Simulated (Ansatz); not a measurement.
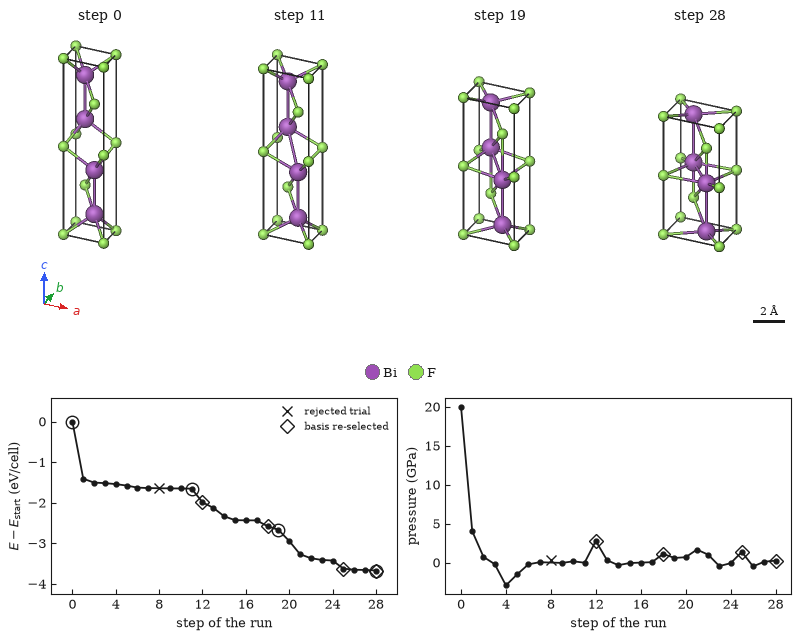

Frames of a relaxation of a crystal of BiF (a generated structure, set up in P6_3/mmc) (coarse preliminary run), marked on the history of the run. Style: ball-and-stick. Shown: the cell of the calculation, slightly off an axis.

Computed with DFT PBE, scalar-relativistic, plane waves, PAW in Ansatz. Set-up: plane-wave cutoff 420 eV; k-point mesh 6 × 6 × 2; occupations gaussian; smearing width 0.1 eV; no spin polarisation; cell and atoms relaxed; force threshold 0.04 eV/Å; at most 70 steps.

Q: What happens along the run?

A: The energy falls by 3.669 eV per cell of the calculation in 23 accepted moves (28 points after the start). Largest force component: 0.8 eV/Å at the start, 0.033 eV/Å at the end. The pressure goes from 20.01 to 0.25 GPa. The line search rejected the trial step at point 8 of the run. At 4 points the geometry stayed and the basis and grid were re-selected for the new cell (energy shift of 0.336 eV per cell of the calculation at most each time). The largest moves relative to the cell, 0.64 Å, are those of Bi atoms. F stays in place. The drawn cell changes as follows: a = b 3.658 → 5.081 Å (+38.9 %), c 12.054 → 8.086 Å (−32.9 %); the volume changes by +29.4 %. Among the contacts that change: Bi–F 4.520 → 2.394 Å, Bi–F 2.594 → 3.365 Å, Bi–Bi 3.680 → 3.027 Å, Bi–F 2.594 → 2.957 Å. New bonds form: Bi–F (4.52 → 2.39 Å). The space group stays P6_3/mmc (No. 194). From step 0 to 11: Bi atoms move most (0.14 Å), volume +18.4 %, energy −1.652 eV per cell of the calculation. From step 11 to 19: Bi atoms move most (0.25 Å), volume +4.3 %, energy −1.014 eV per cell of the calculation. From step 19 to 28: Bi atoms move most (0.32 Å), volume +4.8 %, energy −1.003 eV per cell of the calculation.

```
step  E − E(0), meV/atom  largest force component, eV/Å  pressure, GPa  volume, Å³/atom                      note
   0                0.00                         0.8050          20.01           17.461                          
   1             -176.00                         0.2669           4.02           19.872                          
   2             -187.90                         0.1446           0.74           20.601                          
   3             -189.60                         0.0822          -0.20           20.850                          
   4             -192.57                         0.0526          -2.92           21.587                          
   5             -197.09                         0.0344          -1.51           21.215                          
   6             -203.37                         0.0530          -0.22           20.849                          
   7             -204.80                         0.0314           0.05           20.743                          
   8             -204.12                         0.1770           0.37           20.531                  rejected
   9             -205.77                         0.0483          -0.04           20.723                          
  10             -206.07                         0.0733           0.17           20.611                          
  11             -206.54                         0.0034          -0.02           20.680                          
  12             -248.48                         0.0056           2.78           20.680  same geometry, new basis
  13             -265.67                         0.2411           0.31           21.522                          
  14             -291.63                         0.4640          -0.33           21.691                          
  15             -303.63                         0.0475          -0.06           21.494                          
  16             -304.12                         0.1017           0.00           21.396                          
  17             -304.34                         0.0223           0.06           21.395                          
  18             -322.28                         0.0189           1.11           21.395  same geometry, new basis
  19             -333.28                         0.1595           0.60           21.566                          
  20             -367.72                         0.6416           0.69           21.414                          
  21             -408.50                         0.6731           1.67           21.151                          
  22             -420.84                         0.2814           1.02           21.769                          
  23             -426.10                         0.0677          -0.45           22.162                          
  24             -427.92                         0.0247          -0.08           21.961                          
  25             -452.86                         0.0261           1.37           21.961  same geometry, new basis
  26             -456.42                         0.0662          -0.48           22.753                          
  27             -456.96                         0.0329           0.12           22.594                          
  28             -458.69                         0.0328           0.25           22.594  same geometry, new basis
```
